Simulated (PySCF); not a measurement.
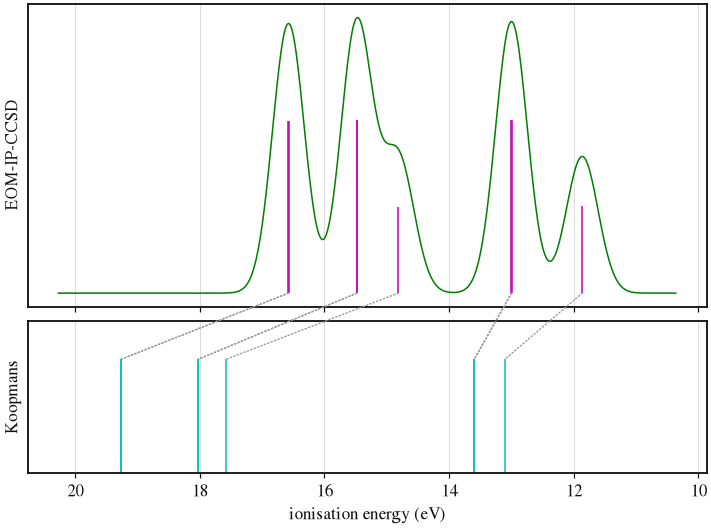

Valence photoelectron lines of CH₃F₃Ge (trifluoromethylgermane), SMILES F[C](F)(F)[GeH3], singlet: vertical EOM-IP-CCSD/aug-cc-pVDZ (frozen core, PySCF 2.14.0, at a PBE0-D3(BJ)/def2-SVP geometry (no frequency check); 8 lines, one for each of the 8 highest orbitals, so a line of a deeper orbital can be missing among them) above, Hartree-Fock orbital energies with the sign turned below, non-relativistic; dotted lines join each line to its leading orbital. Stick heights are one-hole weights (summed over degenerate lines), not cross-sections; Gaussian width 0.60 eV.

Do correlation and relaxation change the order of the lines?

Answer. Not among these holes, which come in the order of the orbitals, HOMO, HOMO−1, HOMO−2, HOMO−3, HOMO−4, HOMO−5, HOMO−6, HOMO−7.

What is the first vertical ionisation energy, and how far is Koopmans' value off?

Answer. 11.86 eV from the HOMO; Koopmans gives 13.11 eV, 1.24 eV too high.

Note: small basis, so the lines can lie some tenths of an eV too low.
